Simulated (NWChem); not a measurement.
# wB97X/cc-pVDZ run of [NH2]− (SMILES [NH2-])

What is the vertical ionisation energy of [NH2]− at wB97X/cc-pVDZ? 

The calculation is run with NWChem 7.3.0.

5 further runs of the same task are left out: 5 set aside as unsound or not needed.

## Step 1: Starting point

The species is [NH2]− (3 atoms), meant as a singlet with charge -1. SMILES: `[NH2-]`. The coordinates come from a PBE0-D4/def2-TZVPD relaxation.

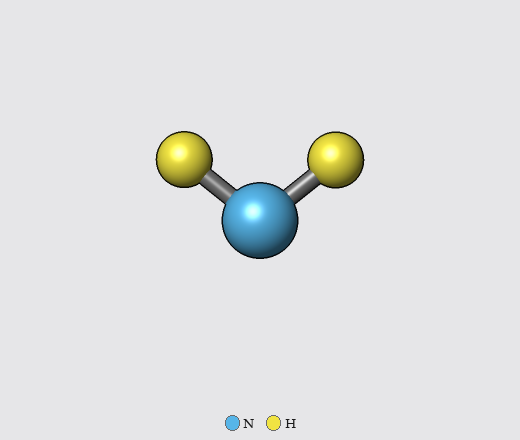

The structure, seen from a chosen angle (nitrogen blue, hydrogen yellow).

## Step 2: The energy at wB97X/cc-pVDZ

The input, nw.nw:

```
start nw
title "H2N wB97X"
memory stack 880 mb heap 220 mb global 1100 mb
charge -1

geometry noautosym nocenter noautoz
   N      0.342200    -0.203000     0.168700
   H      0.125500     0.801200     0.156000
   H     -0.467700    -0.598200    -0.324700
end

basis spherical bse
   * library cc-pVDZ
end

dft
   xc wb97x
   grid fine
   convergence energy 1e-08
   maxiter 100
   mulliken
   print low
end

task dft energy
```

Command:

```bash
nwchem nw.nw > nw.out
```

The log of the run:

```text
[...]
 d= 0,ls=0.0,diis     1    -55.7186366390 -6.33D+01  3.98D-02  8.62D-01     0.3
[...]
 d= 0,ls=0.0,diis     8    -55.8224761435 -7.68D-09  9.76D-06  2.79D-09     1.9
         Total DFT energy =      -55.822476143459
      One electron energy =      -93.919398077038
           Coulomb energy =       38.456921910790
    Exchange-Corr. energy =       -7.902852939555
 Nuclear repulsion energy =        7.542852962344
[...]
      Total Density - Mulliken Population Analysis
     ---------------------------------------------
    Atom       Charge   Shell Charges
 -----------   ------   -------------------------------------------------------
    1 N    7     7.77   2.01  0.73  0.84  2.26  1.91  0.02
    2 H    1     1.11   0.75  0.31  0.06
    3 H    1     1.11   0.75  0.31  0.06
[...]
```

Run time: 2.5 s. Hardware: 1 thread of Intel Xeon Platinum 8488C (Sapphire Rapids), shared host; peak memory 0.11 GiB.

## Step 3: Doublet neutral NH2, same level

The input, geom.nw:

```
start geom
title "H2N"
memory stack 880 mb heap 220 mb global 1100 mb

geometry units angstrom noautosym nocenter noautoz
 N     0.342200   -0.203000    0.168700
 H     0.125500    0.801200    0.156000
 H    -0.467700   -0.598200   -0.324700
end

basis "ao basis" spherical bse
 * library cc-pVDZ
end

dft
 xc wb97x
 mult 2
 grid fine
 convergence energy 1e-08
 iterations 100
 mulliken
 print low
end

task dft energy
```

Command:

```bash
nwchem geom.nw > geom.out
```

The log of the run:

```text
[...]
 d= 0,ls=0.0,diis     1    -55.8440181881 -6.34D+01  4.54D-03  3.14D-02     0.3
[...]
 d= 0,ls=0.0,diis     8    -55.8584465634 -6.32D-09  2.04D-06  5.96D-10     2.1
[...]
         Total DFT energy =      -55.858446563411
      One electron energy =      -90.243317204897
           Coulomb energy =       34.436967264591
    Exchange-Corr. energy =       -7.594949585448
 Nuclear repulsion energy =        7.542852962344
[...]
      Total Density - Mulliken Population Analysis
     ---------------------------------------------
    Atom       Charge   Shell Charges
 -----------   ------   -------------------------------------------------------
    1 N    7     7.19   2.01  0.81  0.83  2.19  1.34  0.02
    2 H    1     0.90   0.72  0.13  0.05
    3 H    1     0.90   0.72  0.13  0.05
[...]
      <S2> =      0.7532 (Exact =     0.7500)
[...]
```

Wall time 2.7 s (1 thread of Intel Xeon Platinum 8488C (Sapphire Rapids), shared host); peak memory 0.11 GiB.

## Step 4: What came out

At wB97X/cc-pVDZ:

| quantity | value |
| --- | --- |
| singlet [NH2]−: total energy | -55.82248 Eh |
| doublet neutral NH2: total energy | -55.85845 Eh |
| doublet neutral NH2: ⟨S²⟩ | 0.753 |
| vertical detachment energy (to the doublet neutral) | -0.979 eV |

What this shows: The species is unbound against losing an electron at this level, by 0.98 eV (−22.6 kcal/mol); missing correlation or diffuse functions can give that sign where the real anion is bound.
